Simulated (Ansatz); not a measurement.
# Run report: WCl2F5, frequency calculation

- system: WCl2F5, multiplicity 2
- method: UKS PBE/def2-SVP (Ansatz 0.2.0)

It belongs to a series of runs on one base structure; here: vibrations at the highest image of the band. Figures and captions count atoms from 1; the log counts them from 0 in places.

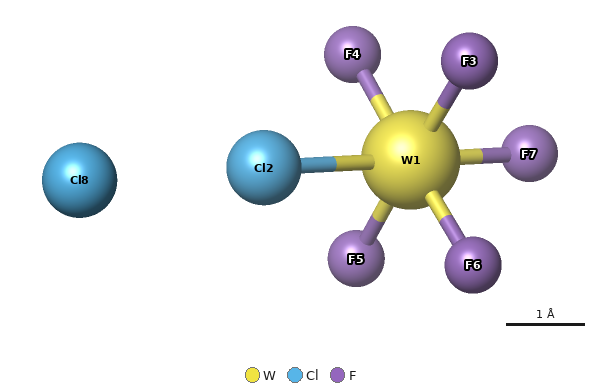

The structure (ball-and-stick view, seen at a tilt; atoms are numbered from 1 in the order of the input). Sticks mark near contacts.

**Results in brief**

- outcome: converged
- total energy: −40421.4411 eV
- mean-field energy: −40421.4411 eV
- ⟨S²⟩: 0.752
- largest force (length of the vector): 0.006 eV/Å
- hardware: 4 threads of Arm Neoverse V2, 24 GiB of memory available, shared host
- wall time: 97 s (CPU time 6.2 min)
- peak memory: 0.41 GiB

**The input**
```yaml
crystal:
  periodic: [false, false, false]
  atoms:
    - { symbol: W, position_ang: [0.001481, 0.001484, 0.032934] }
    - { symbol: Cl, position_ang: [0.007633, 0.007646, 2.33963] }
    - { symbol: F, position_ang: [1.864059, 0.000845, -0.005869] }
    - { symbol: F, position_ang: [0.000843, 1.864062, -0.005875] }
    - { symbol: F, position_ang: [-1.861291, 0.000847, 0.002827] }
    - { symbol: F, position_ang: [0.000847, -1.861289, 0.002832] }
    - { symbol: F, position_ang: [-0.002658, -0.002661, -1.8335] }
    - { symbol: Cl, position_ang: [-0.010914, -0.010935, 5.237016] }
magnetization:
  spin_polarized: true
  initial_magnetization: 1
basis:
  gaussian: { orbitals: def2-SVP }
hamiltonian:
  xc: pbe
phonons: {}
```

Run as:
```bash
ansatz run input.yaml --threads 4 --pin off --max-ram 5120MiB --backend cpu --events-out ev --progress --plain --runs-dir out
```

**Output**
```
Engine: ansatz 0.2.0, aarch64-unknown-linux-gnu
Functional definition: PBE
  parameter kappa = 0.804
  parameter beta = 0.06672455060314922
  exchange = pbe_x(kappa = kappa, mu = beta*pi^2/3)
  correlation = pbe_c(beta = beta)
1437 factors; their error is unknown
mean field evaluation 1: about -40409.1937 eV, gradient 5.8e1 eV
mean field evaluation 2: about -40121.9999 eV, gradient 2.2e2 eV
mean field evaluation 4: about -40417.1776 eV, gradient 3.1e1 eV
mean field evaluation 8: about -40421.5257 eV, gradient 5.0e-1 eV
mean field evaluation 16: about -40421.4411 eV, gradient 2.0e-2 eV
mean field evaluation 32: about -40421.4411 eV, gradient 2.6e-6 eV
mean field evaluation 64: about -40421.3815 eV, gradient 3.0e-1 eV
mean field evaluation 96: about -40421.4241 eV, gradient 5.0e-1 eV
mean field -40421.44105602 eV, -1485.4605601720 hartree, gradient 2.6e-6 eV, S^2 0.751613; 6 other end points of the search recorded, 0 dependent functions left out
the calculation of the forces begins
reference -40421.44112821 eV, -1485.4605628250 hartree; 47, 46 occupied and 91, 92 virtual orbitals, 1437 factors
these checks for a lower state are left out or cut short: stability, starts, cluster_reference, orbital_swaps, neighbouring_geometries, increment
1437 factors; their error is unknown
mean field -40421.44084925 eV, -1485.4605525734 hartree, gradient 2.9e-6 eV, S^2 0.751613; 0 other end points of the search recorded, 0 dependent functions left out
[... from here on the field's lines of each further geometry are left out, up to the last ...]
the calculation of the forces begins
reference -40421.44112252 eV, -1485.4605626159 hartree; 47, 46 occupied and 91, 92 virtual orbitals, 1437 factors
these checks for a lower state are left out or cut short: stability, starts, cluster_reference, orbital_swaps, neighbouring_geometries, increment
1437 factors; their error is unknown
mean field -40421.44105828 eV, -1485.4605602548 hartree, gradient 1.8e-6 eV, S^2 0.751614; 0 other end points of the search recorded, 0 dependent functions left out
the calculation of the forces begins
reference -40421.44113047 eV, -1485.4605629078 hartree; 47, 46 occupied and 91, 92 virtual orbitals, 1437 factors
WARN: phonons: modes at or below zero, which the zero-point energy, F, S and C_V leave out: 2, the lowest at -32.47 cm⁻¹. A minimum has none, and a first-order saddle one
Total energy: -40421.44112821 eV, -1485.4605628250 hartree
Atom 0 at     0.001481     0.001484     0.032934 Å, force    -0.003886    -0.003916    -0.002884 eV/Å
Atom 1 at     0.007633     0.007646     2.339630 Å, force     0.001839     0.001839     0.002419 eV/Å
Atom 2 at     1.864059     0.000845    -0.005869 Å, force    -0.001327     0.000815    -0.000155 eV/Å
Atom 3 at     0.000843     1.864062    -0.005875 Å, force     0.000812    -0.001332    -0.000159 eV/Å
Atom 4 at    -1.861291     0.000847     0.002827 Å, force     0.002612     0.000857     0.000413 eV/Å
Atom 5 at     0.000847    -1.861289     0.002832 Å, force     0.000854     0.002639     0.000418 eV/Å
Atom 6 at    -0.002658    -0.002661    -1.833500 Å, force     0.000069     0.000072     0.001542 eV/Å
Atom 7 at    -0.010914    -0.010935     5.237016 Å, force    -0.000972    -0.000974    -0.001593 eV/Å
Dipole moment:     0.001068     0.001071    -0.072064 e Å
Vibrations: -32.47 -32.45 68.04 109.80 109.80 130.62 202.60 202.60 230.79 278.76 278.76 292.82 369.30 667.56 669.41 702.72 702.72 712.64 cm⁻¹, zero-point energy 0.355150 eV
```

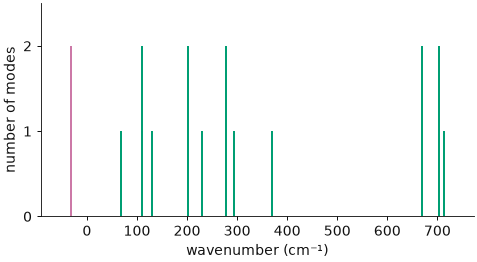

Harmonic vibrational wavenumbers from the force constants; neighbouring modes closer than 3 cm⁻¹ are counted in one stick, and imaginary ones are drawn at negative wavenumbers. 18 modes from 32i to 713 cm⁻¹, 2 imaginary beyond 8i (32i, 32i cm⁻¹): not a minimum.
